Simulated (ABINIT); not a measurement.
# A GW chain in ABINIT: SiO2 (P4_32_12), part 2 of 3

How does a plane-wave GW calculation on SiO2 (P4_32_12) run from the first input to the gap?

ABINIT 10.8.3; LDA and many-body steps on it, plane waves. Known limits of the many-body steps: not at the basis limit; coarse k mesh.

So far. Step 2 (Ground state): The gap is direct, at Γ.

## 3. Bands along the symmetry lines

Level of this step: DFT, LDA, plane waves, norm-conserving pseudopotentials (ABINIT).

The cheap functional maps the bands first; the places of the edges decide which points the dearer methods must see.

Input file run.abi:

```
acell 3*1.0 Angstrom
rprim 
  4.932900000000 0.000000000000 0.000000000000
  0.000000000000 4.932900000000 0.000000000000
  0.000000000000 0.000000000000 6.464500000000
ntypat 2
znucl 14 8
natom 12
typat 1 1 1 1 2 2 2 2 2 2 2 2
xred 
  0.817705000000 0.817705000000 0.500000000000
  0.682295000000 0.317705000000 0.250000000000
  0.182295000000 0.182295000000 0.000000000000
  0.317705000000 0.682295000000 0.750000000000
  0.268340000000 0.364570000000 0.801930000000
  0.135430000000 0.768340000000 0.551930000000
  0.731660000000 0.635430000000 0.301930000000
  0.864570000000 0.231660000000 0.051930000000
  0.768340000000 0.135430000000 0.448070000000
  0.635430000000 0.731660000000 0.698070000000
  0.231660000000 0.864570000000 0.948070000000
  0.364570000000 0.268340000000 0.198070000000
pp_dirpath "pseudos"
pseudos "Si.upf, O.upf"
ecut 36
iscf -2
irdden 1
kptopt 0
nkpt 39
kpt 
  0.00000000 0.00000000 0.00000000
  0.00000000 0.12500000 0.00000000
  0.00000000 0.25000000 0.00000000
  0.00000000 0.37500000 0.00000000
  0.00000000 0.50000000 0.00000000
  0.12500000 0.50000000 0.00000000
  0.25000000 0.50000000 0.00000000
  0.37500000 0.50000000 0.00000000
  0.50000000 0.50000000 0.00000000
  0.37500000 0.37500000 0.00000000
  0.25000000 0.25000000 0.00000000
  0.12500000 0.12500000 0.00000000
  0.00000000 0.00000000 0.00000000
  0.00000000 0.00000000 0.12500000
  0.00000000 0.00000000 0.25000000
  0.00000000 0.00000000 0.37500000
  0.00000000 0.00000000 0.50000000
  0.00000000 0.12500000 0.50000000
  0.00000000 0.25000000 0.50000000
  0.00000000 0.37500000 0.50000000
  0.00000000 0.50000000 0.50000000
  0.12500000 0.50000000 0.50000000
  0.25000000 0.50000000 0.50000000
  0.37500000 0.50000000 0.50000000
  0.50000000 0.50000000 0.50000000
  0.37500000 0.37500000 0.50000000
  0.25000000 0.25000000 0.50000000
  0.12500000 0.12500000 0.50000000
  0.00000000 0.00000000 0.50000000
  0.00000000 0.50000000 0.00000000
  0.00000000 0.50000000 0.12500000
  0.00000000 0.50000000 0.25000000
  0.00000000 0.50000000 0.37500000
  0.00000000 0.50000000 0.50000000
  0.50000000 0.50000000 0.00000000
  0.50000000 0.50000000 0.12500000
  0.50000000 0.50000000 0.25000000
  0.50000000 0.50000000 0.37500000
  0.50000000 0.50000000 0.50000000
istwfk *1
nband 47
nbdbuf 10
tolwfr 1e-07
nstep 50
prtwf 0
prtvol 0
indata_prefix "in"
outdata_prefix "out"
tmpdata_prefix "tmp"
```

The run is started by

```sh
OMP_NUM_THREADS=1 mpirun -n 4 abinit run.abi > log
```

Numbers of over 12 decimals in the logs are rounded to 6 here.

The program printed:

```text
.Version 10.8.3 of ABINIT. v10.8.2 released Aug 2026.

 Symmetries : space group P4_3 2_1 2 (# 96); Bravais tP (primitive tetrag.)
[... echo of the input left out ...]
== DATASET  1 ==================================================================
-   mpi_nproc: 4, omp_nthreads: 1 (-1 if OMP is not activated)

--- !DatasetInfo
iteration_state: {dtset: 1, }
dimensions: {natom: 12, nkpt: 39, mband: 47, nsppol: 1, nspinor: 1, nspden: 1, mpw: 10987, }
cutoff_energies: {ecut:  36.0, pawecutdg:  -1.0, }
electrons: {nelect:   6.40000000E+01, charge:   0.00000000E+00, occopt:   1.00000000E+00, tsmear:   1.00000000E-02, }

 Real(R)+Recip(G) space primitive vectors, cartesian coordinates (Bohr,Bohr^-1):
 R(1)=  9.3218300  0.0000000  0.0000000  G(1)=  0.1072751  0.0000000  0.0000000
 R(2)=  0.0000000  9.3218300  0.0000000  G(2)=  0.0000000  0.1072751  0.0000000
 R(3)=  0.0000000  0.0000000 12.2161345  G(3)=  0.0000000  0.0000000  0.0818590
 Unit cell volume ucvol=  1.0615395E+03 bohr^3
 Angles (23,13,12)=  9.00000000E+01  9.00000000E+01  9.00000000E+01 degrees

 getcut: wavevector=  0.0000  0.0000  0.0000  ngfft=  54  54  72
         ecut(hartree)=     36.000   => boxcut(ratio)=   2.14475

--- Pseudopotential description ------------------------------------------------
- Si Generated using ONCVPSP code by D. R. Hamann
- 14.00000   4.00000  180309                  znucl, zion, pspdat
12 -1012 2 -1 1510                            pspcod,pspxc,lmax,lloc,mmax
     nproj     2     2     2
  pspatm : epsatm=    6.67003958
         --- l  ekb(1:nproj) -->
             0    5.565958    0.856966
             1    2.726111    0.629828
             2   -2.124804   -0.444604
 pspatm: atomic psp has been read  and splines computed

- O Generated using ONCVPSP code by D. R. Hamann
-  8.00000   6.00000  201201                  znucl, zion, pspdat
12 -1012 2 -1 926                             pspcod,pspxc,lmax,lloc,mmax
     nproj     2     2     1
  pspatm : epsatm=    6.27558587
         --- l  ekb(1:nproj) -->
[...]
2   -1.033686
 pspatm: atomic psp has been read  and splines computed

--------------------------------------------------------------------------------

================================================================================
 prteigrs : about to open file out_EIG
 Non-SCF case, kpt    1 (  0.00000  0.00000  0.00000), residuals and eigenvalues=
  3.48E-08  2.01E-08  8.46E-08  7.83E-08  1.33E-08  1.71E-08  1.47E-08  1.98E-08
  2.13E-08  2.11E-08  5.52E-08  1.82E-08  1.91E-08  7.55E-08  4.17E-08  7.71E-08
  2.32E-08  2.53E-08  7.15E-08  5.33E-08  7.73E-08  4.02E-08  6.14E-08  9.25E-08
[...]
4.60E-07  3.40E-06  1.01E-05  9.90E-05  2.26E-04  2.63E-04  4.90E-04
 -7.0966E-01 -6.7250E-01 -6.7250E-01 -6.2835E-01 -6.2817E-01 -6.2817E-01
 -6.2763E-01 -6.2700E-01 -3.4604E-01 -2.6879E-01 -2.6879E-01 -2.1719E-01
[...]
--- !ResultsGS
iteration_state: {dtset: 1, }
comment   : Summary of ground state results
lattice_vectors:
- [  9.3218300,   0.0000000,   0.0000000, ]
- [  0.0000000,   9.3218300,   0.0000000, ]
- [  0.0000000,   0.0000000,  12.2161345, ]
lattice_lengths: [   9.32183,    9.32183,   12.21613, ]
lattice_angles: [ 90.000,  90.000,  90.000, ] # degrees, (23, 13, 12)
lattice_volume:   1.0615395E+03
convergence: {deltae:  0.000E+00, res2:  0.000E+00, residm:  9.981E-08, diffor:  0.000E+00, }
etotal    :  -1.49736612E+02
entropy   :   0.00000000E+00
fermie    :  -3.54191642E-03
cartesian_stress_tensor: null
pressure_GPa: null
xred      :
- [  8.1771E-01,   8.1771E-01,   5.0000E-01, Si]
- [  6.8230E-01,   3.1771E-01,   2.5000E-01, Si]
- [  1.8230E-01,   1.8230E-01,   0.0000E+00, Si]
- [  3.1771E-01,   6.8230E-01,   7.5000E-01, Si]
- [  2.6834E-01,   3.6457E-01,   8.0193E-01,  O]
- [  1.3543E-01,   7.6834E-01,   5.5193E-01,  O]
- [  7.3166E-01,   6.3543E-01,   3.0193E-01,  O]
[...]
- [  2.3166E-01,   8.6457E-01,   9.4807E-01,  O]
- [  3.6457E-01,   2.6834E-01,   1.9807E-01,  O]
cartesian_forces: null
force_length_stats: {min: null, max: null, mean: null, }

 Integrated electronic density in atomic spheres:
 ------------------------------------------------
 Atom  Sphere_radius  Integrated_density
[...]
================================================================================

 ----iterations are completed or convergence reached----

 Mean square residual over all n,k,spin=   49.519E-09; max=  99.809E-09
 reduced coordinates (array xred) for   12 atoms
[...]
0.231660000000      0.864570000000      0.948070000000
       0.364570000000      0.268340000000      0.198070000000

 cartesian coordinates (angstrom) at end:
    1      4.033657     4.033657     3.232250
    2      3.365693     1.567207     1.616125
    3      0.899243     0.899243     0.000000
[...]
11      1.142756     4.264837     6.128799
   12      1.798387     1.323694     1.280424
 length scales=  1.889726125908  1.889726125908  1.889726125908 bohr
              =  1.000000000000  1.000000000000  1.000000000000 angstroms
 prteigrs : about to open file out_EIG
 Eigenvalues (hartree) for nkpt=  39  k points:
 kpt#   1, nband= 47, wtk=  1.00000, kpt=  0.0000  0.0000  0.0000 (reduced coord)
[...]
kpt#   2, nband= 47, wtk=  1.00000, kpt=  0.0000  0.1250  0.0000 (reduced coord)
[...]
kpt#   3, nband= 47, wtk=  1.00000, kpt=  0.0000  0.2500  0.0000 (reduced coord)
[...]
kpt#  38, nband= 47, wtk=  1.00000, kpt=  0.5000  0.5000  0.3750 (reduced coord)
[...]
0.37977    0.37978    0.38402    0.38402    0.46096    0.46125    0.46272
 kpt#  39, nband= 47, wtk=  1.00000, kpt=  0.5000  0.5000  0.5000 (reduced coord)
[...]
-0.05412   -0.05412   -0.05412   -0.05412   -0.02220   -0.02220   -0.02220   -0.02220
   0.32072    0.32072    0.32072    0.32072    0.34669    0.34669    0.34669    0.34669
   0.37666    0.37666    0.37666    0.37666    0.46216    0.46266    0.46528

== END DATASET(S) ==============================================================
================================================================================

 -outvars: echo values of variables after computation  --------
            nband          47
             nkpt          39
          spgroup          96
 [... the other variables as echoed above ...]

 Calculation completed.
```

It took 96 s on 4 MPI ranks of Arm Neoverse V2, shared host; peak memory 0.65 GiB; 6.4 min of CPU time.

This step gave:

- gap: 5.522 eV
- k of the valence top: 0, 0, 0
- k of the conduction bottom: 0, 0, 0
- least direct gap: 5.522 eV

The gap is 5.522 eV, as in the run before at this level.

The electronic bands at the labelled points (eV, zero at the top of the highest filled band):

| point | band 29 | band 30 | band 31 | band 32 | band 33 | band 34 | band 35 | band 36 |
| --- | --- | --- | --- | --- | --- | --- | --- | --- |
| Γ | -0.85 | -0.47 | -0.47 | 0.00 | 5.52 | 8.53 | 8.53 | 9.14 |
| X | -0.73 | -0.73 | -0.54 | -0.54 | 7.62 | 7.62 | 8.88 | 8.88 |
| M | -0.59 | -0.59 | -0.50 | -0.50 | 8.36 | 8.36 | 8.46 | 8.46 |
| Γ | -0.85 | -0.47 | -0.47 | 0.00 | 5.52 | 8.53 | 8.53 | 9.14 |
| Z | -0.73 | -0.73 | -0.42 | -0.42 | 6.92 | 6.92 | 8.92 | 8.92 |
| R | -0.91 | -0.91 | -0.23 | -0.23 | 7.97 | 7.97 | 8.94 | 8.94 |
| A | -0.51 | -0.51 | -0.51 | -0.51 | 8.82 | 8.82 | 8.82 | 8.82 |
| Z | -0.73 | -0.73 | -0.42 | -0.42 | 6.92 | 6.92 | 8.92 | 8.92 |
| jump to X | -0.73 | -0.73 | -0.54 | -0.54 | 7.62 | 7.62 | 8.88 | 8.88 |
| R | -0.91 | -0.91 | -0.23 | -0.23 | 7.97 | 7.97 | 8.94 | 8.94 |
| jump to M | -0.59 | -0.59 | -0.50 | -0.50 | 8.36 | 8.36 | 8.46 | 8.46 |
| A | -0.51 | -0.51 | -0.51 | -0.51 | 8.82 | 8.82 | 8.82 | 8.82 |

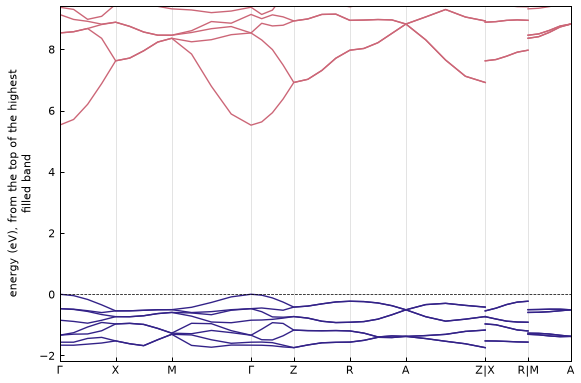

Electronic bands along the path; lines of filled and empty bands in two colours.

## 4. Empty states on the mesh, 2×2×2 mesh, 271 bands

The sums over transitions need many empty states on a uniform mesh; this step solves for them.

Input file run.abi:

```
acell 3*1.0 Angstrom
rprim 
  4.932900000000 0.000000000000 0.000000000000
  0.000000000000 4.932900000000 0.000000000000
  0.000000000000 0.000000000000 6.464500000000
ntypat 2
znucl 14 8
natom 12
typat 1 1 1 1 2 2 2 2 2 2 2 2
xred 
  0.817705000000 0.817705000000 0.500000000000
  0.682295000000 0.317705000000 0.250000000000
  0.182295000000 0.182295000000 0.000000000000
  0.317705000000 0.682295000000 0.750000000000
  0.268340000000 0.364570000000 0.801930000000
  0.135430000000 0.768340000000 0.551930000000
  0.731660000000 0.635430000000 0.301930000000
  0.864570000000 0.231660000000 0.051930000000
  0.768340000000 0.135430000000 0.448070000000
  0.635430000000 0.731660000000 0.698070000000
  0.231660000000 0.864570000000 0.948070000000
  0.364570000000 0.268340000000 0.198070000000
pp_dirpath "pseudos"
pseudos "Si.upf, O.upf"
ecut 36
ngkpt 2 2 2
nshiftk 1
shiftk 0 0 0
kptopt 1
chksymbreak 0
iscf -2
irdden 1
istwfk *1
nband 271
nbdbuf 24
tolwfr 1e-09
nstep 60
prtvol 0
indata_prefix "in"
outdata_prefix "out"
tmpdata_prefix "tmp"
```

The program printed:

```text
.Version 10.8.3 of ABINIT. v10.8.2 released Aug 2026.

 Symmetries : space group P4_3 2_1 2 (# 96); Bravais tP (primitive tetrag.)
[... echo of the input left out ...]
== DATASET  1 ==================================================================
-   mpi_nproc: 4, omp_nthreads: 1 (-1 if OMP is not activated)

--- !DatasetInfo
iteration_state: {dtset: 1, }
dimensions: {natom: 12, nkpt: 6, mband: 271, nsppol: 1, nspinor: 1, nspden: 1, mpw: 10976, }
cutoff_energies: {ecut:  36.0, pawecutdg:  -1.0, }
electrons: {nelect:   6.40000000E+01, charge:   0.00000000E+00, occopt:   1.00000000E+00, tsmear:   1.00000000E-02, }

 Real(R)+Recip(G) space primitive vectors, cartesian coordinates (Bohr,Bohr^-1):
 R(1)=  9.3218300  0.0000000  0.0000000  G(1)=  0.1072751  0.0000000  0.0000000
 R(2)=  0.0000000  9.3218300  0.0000000  G(2)=  0.0000000  0.1072751  0.0000000
 R(3)=  0.0000000  0.0000000 12.2161345  G(3)=  0.0000000  0.0000000  0.0818590
 Unit cell volume ucvol=  1.0615395E+03 bohr^3
 Angles (23,13,12)=  9.00000000E+01  9.00000000E+01  9.00000000E+01 degrees

 getcut: wavevector=  0.0000  0.0000  0.0000  ngfft=  54  54  72
         ecut(hartree)=     36.000   => boxcut(ratio)=   2.14475

--- Pseudopotential description ------------------------------------------------
- Si Generated using ONCVPSP code by D. R. Hamann
- 14.00000   4.00000  180309                  znucl, zion, pspdat
12 -1012 2 -1 1510                            pspcod,pspxc,lmax,lloc,mmax
     nproj     2     2     2
  pspatm : epsatm=    6.67003958
         --- l  ekb(1:nproj) -->
             0    5.565958    0.856966
             1    2.726111    0.629828
             2   -2.124804   -0.444604
 pspatm: atomic psp has been read  and splines computed

- O Generated using ONCVPSP code by D. R. Hamann
-  8.00000   6.00000  201201                  znucl, zion, pspdat
12 -1012 2 -1 926                             pspcod,pspxc,lmax,lloc,mmax
     nproj     2     2     1
  pspatm : epsatm=    6.27558587
         --- l  ekb(1:nproj) -->
[...]
2   -1.033686
 pspatm: atomic psp has been read  and splines computed

--------------------------------------------------------------------------------

================================================================================
 prteigrs : about to open file out_EIG
 Non-SCF case, kpt    1 (  0.00000  0.00000  0.00000), residuals and eigenvalues=
  1.35E-10  3.81E-10  7.12E-10  1.02E-10  4.92E-11  1.37E-10  1.08E-10  4.74E-11
  4.51E-11  1.32E-10  2.59E-10  2.05E-10  2.76E-10  8.16E-10  2.98E-10  2.31E-10
  1.59E-10  1.74E-10  2.14E-10  2.04E-10  1.37E-10  1.53E-10  1.35E-10  2.19E-10
[...]
5.24E-05  3.12E-05  4.36E-05  3.27E-05  1.65E-04  1.18E-04  1.50E-03
 -7.0966E-01 -6.7250E-01 -6.7250E-01 -6.2835E-01 -6.2817E-01 -6.2817E-01
 -6.2763E-01 -6.2700E-01 -3.4604E-01 -2.6879E-01 -2.6879E-01 -2.1719E-01
 -2.1324E-01 -2.1324E-01 -1.9372E-01 -1.8730E-01 -1.1787E-01 -1.1714E-01
[...]
2.5503E+00  2.5568E+00  2.5568E+00  2.5676E+00  2.5772E+00  2.5938E+00
  2.6114E+00  2.6189E+00  2.6216E+00  2.6249E+00  2.6254E+00  2.6332E+00
  2.6575E+00
 prteigrs : prtvol=0 or 1, do not print more k-points.

--- !ResultsGS
iteration_state: {dtset: 1, }
comment   : Summary of ground state results
lattice_vectors:
- [  9.3218300,   0.0000000,   0.0000000, ]
- [  0.0000000,   9.3218300,   0.0000000, ]
- [  0.0000000,   0.0000000,  12.2161345, ]
lattice_lengths: [   9.32183,    9.32183,   12.21613, ]
lattice_angles: [ 90.000,  90.000,  90.000, ] # degrees, (23, 13, 12)
lattice_volume:   1.0615395E+03
convergence: {deltae:  0.000E+00, res2:  0.000E+00, residm:  9.971E-10, diffor:  0.000E+00, }
etotal    :  -1.49736612E+02
entropy   :   0.00000000E+00
fermie    :  -3.54191642E-03
cartesian_stress_tensor: null
pressure_GPa: null
xred      :
- [  8.1771E-01,   8.1771E-01,   5.0000E-01, Si]
- [  6.8230E-01,   3.1771E-01,   2.5000E-01, Si]
- [  1.8230E-01,   1.8230E-01,   0.0000E+00, Si]
- [  3.1771E-01,   6.8230E-01,   7.5000E-01, Si]
- [  2.6834E-01,   3.6457E-01,   8.0193E-01,  O]
- [  1.3543E-01,   7.6834E-01,   5.5193E-01,  O]
- [  7.3166E-01,   6.3543E-01,   3.0193E-01,  O]
[...]
- [  2.3166E-01,   8.6457E-01,   9.4807E-01,  O]
- [  3.6457E-01,   2.6834E-01,   1.9807E-01,  O]
cartesian_forces: null
force_length_stats: {min: null, max: null, mean: null, }

 Integrated electronic density in atomic spheres:
 ------------------------------------------------
 Atom  Sphere_radius  Integrated_density
[...]
================================================================================

 ----iterations are completed or convergence reached----

 Mean square residual over all n,k,spin=   32.991E-11; max=  99.713E-11
 reduced coordinates (array xred) for   12 atoms
[...]
0.231660000000      0.864570000000      0.948070000000
       0.364570000000      0.268340000000      0.198070000000

 cartesian coordinates (angstrom) at end:
    1      4.033657     4.033657     3.232250
    2      3.365693     1.567207     1.616125
    3      0.899243     0.899243     0.000000
[...]
11      1.142756     4.264837     6.128799
   12      1.798387     1.323694     1.280424
 length scales=  1.889726125908  1.889726125908  1.889726125908 bohr
              =  1.000000000000  1.000000000000  1.000000000000 angstroms
 prteigrs : about to open file out_EIG
 Eigenvalues (hartree) for nkpt=   6  k points:
 kpt#   1, nband=271, wtk=  0.12500, kpt=  0.0000  0.0000  0.0000 (reduced coord)
[...]
2.47145    2.47173    2.49617    2.49617    2.50044    2.50367    2.50367    2.54717
   2.55008    2.55030    2.55030    2.55681    2.55681    2.56756    2.57721    2.59378
   2.61144    2.61891    2.62163    2.62487    2.62541    2.63324    2.65747
 prteigrs : prtvol=0 or 1, do not print more k-points.

== END DATASET(S) ==============================================================
================================================================================

 -outvars: echo values of variables after computation  --------
            nband         271
             nkpt           6
          spgroup          96
 [... the other variables as echoed above ...]

 Calculation completed.
```

Elapsed: 4.2 min, on 4 MPI ranks; peak memory 0.63 GiB; 17 min of CPU time.

This step gave:

| Quantity | Value |
| --- | --- |
| gap | 5.522 eV |
| k of the valence top | 0, 0, 0 |
| k of the conduction bottom | 0, 0, 0 |
| least direct gap | 5.522 eV |
| k points computed | 6 |
| lowest point of the top converged band, above the valence top | 66.8475 eV |

On this mesh the gap is 5.522 eV.

[end of part 2 of 3]

[Paths, hosts, dates, memory and timing lines, banners, echoed tables and standing remarks are left out of the program output.]

[Logs are printed without paths, hosts, clocks, repeated set-up lines and the standing remarks that a program may print on its own settings, such as how far it seeks lower states.]

[Runs of the session that timed out or met a known fault of the program may be left out.]

[Hosts, paths, dates, database ids (printed as entryN), source tags and the programs' standing remarks are cut or masked in the printed files.]

[G0W0 gaps are taken among the corrected bands and points alone; a level outside them can change the order at an edge.]

[Where Ansatz stands beside ABINIT at settings called matched, ABINIT's density can come from a denser mesh and the files from another edition; pairs whose starting gaps differed by over 0.03 eV were left out, so agreement reads better than it is.]
